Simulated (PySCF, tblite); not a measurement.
# C6H14N2Si: geometry, infrared bands and NMR shifts

What infrared bands and NMR shifts should C6H14N2Si (`CC(C)CNC[SiH2]C#N`) show?

Programs: tblite 0.8.0 and PySCF 2.14.0, with density-fitted response routines of our own. Each step states its level of theory. These are calculated values for one molecule in the gas phase, unless marked as measured. Atoms count from 0, in the outputs and in this text.

## Step 1: The starting structure

23 atoms, charge 0, multiplicity 1; geometry from: force field or distance geometry start.

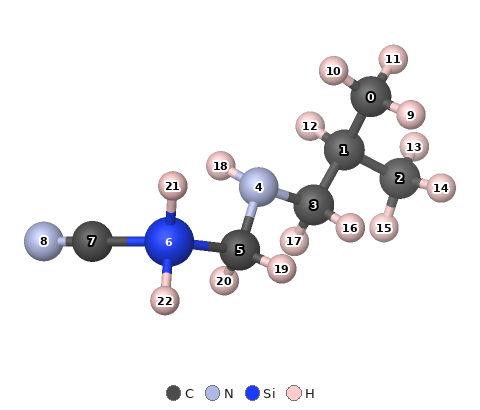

The starting geometry (carbon dark grey, nitrogen light blue, silicon blue, hydrogen pink), atoms numbered; sticks join atoms by distance.

## Step 2: Geometry optimisation with GFN2-xTB

The job: settings as JSON, then the geometry in Å.

```
{"job": {"kind": "relax", "xc": "GFN2-xTB", "basis": "xTB"}, "charge": 0, "multiplicity": 1}
C     -2.168600     1.370200     0.190800
C     -1.712800     0.018900     0.639600
C     -2.831900    -0.966000     0.408400
C     -0.521800    -0.492400    -0.088200
N      0.664900     0.323200     0.024800
C      1.645900    -0.419600    -0.785500
Si     3.298500     0.424700    -0.838900
C      4.247200    -0.002100     0.684500
N      4.852500    -0.273600     1.645500
H     -2.489700     1.361400    -0.874400
H     -1.441400     2.176500     0.368700
H     -3.081500     1.614900     0.806400
H     -1.567000     0.073900     1.756000
H     -3.630100    -0.886000     1.167800
H     -3.209800    -0.802200    -0.631700
H     -2.382000    -1.986300     0.402100
H     -0.753800    -0.580500    -1.156600
H     -0.257900    -1.506600     0.354800
H      0.985300     0.456200     0.992900
H      1.252000    -0.496600    -1.800900
H      1.766200    -1.386600    -0.262500
H      3.243000     1.863200    -1.053500
H      4.088000    -0.139300    -1.940200
```

The run is started by

```sh
OMP_NUM_THREADS=1 python probes_run.py task.json out
```

The driver reads the jobs from task.json and runs them one after another.

**Question.** This job is followed by: GFN2-xTB harmonic vibrations, gas phase; GIAO PBE0/pcSseg-1 NMR shielding, non-relativistic, gas phase. Predict these results of the whole session: strongest single infrared mode (GFN2-xTB); zero-point energy (GFN2-xTB); 13C shifts against TMS (PBE0/pcSseg-1, means over atoms taken as alike); 1H shifts against TMS (PBE0/pcSseg-1, means over atoms taken as alike); 15N shifts against NH3 (PBE0/pcSseg-1); 29Si shifts against TMS (PBE0/pcSseg-1); surface potential, least and greatest.

**Answer**, as computed:

| quantity | value |
| --- | --- |
| strongest single infrared mode (GFN2-xTB) | 2251 cm⁻¹, 299 km/mol |
| zero-point energy (GFN2-xTB) | 118.7 kcal/mol |
| 13C shifts against TMS (PBE0/pcSseg-1, means over atoms taken as alike) | 124.2, 67.5, 39.1, 34.3, 22.9 ppm |
| 1H shifts against TMS (PBE0/pcSseg-1, means over atoms taken as alike) | 4.47, 2.61, 2.50, 1.42, 1.09, 0.15 ppm |
| 15N shifts against NH3 (PBE0/pcSseg-1) | 365.8, 54.1 ppm |
| 29Si shifts against TMS (PBE0/pcSseg-1) | -68.1 ppm |
| surface potential, least and greatest | -1.66 V and 1.46 V |

What this shows: The optimisation took 162 steps and gained 0.674 eV; among the close pairs (by a distance rule), C5–Si6 changed most, from 1.857 to 1.905 Å. No mode is imaginary among the 63: a minimum at this level. The strongest single mode, at 2251 cm⁻¹, moves mainly H22. GFN2-xTB is a fitted tight-binding method: band positions and strengths are rough. Its intensities can rank the bands wrongly. The most deshielded carbon is C7 (nitrile carbon), at 124.2 ppm: C≡N carbons fall here, among the sp2 signals but without a proton. At PBE0/pcSseg-1: The largest span, 604 ppm, is at N8, where the paramagnetic term is -436 ppm. By nearest atom (PBE0/pcSseg-1), the HOMO sits on N4 60 %; H17, H20 about 8 % each and the LUMO on N8 25 %; C7 25 %.
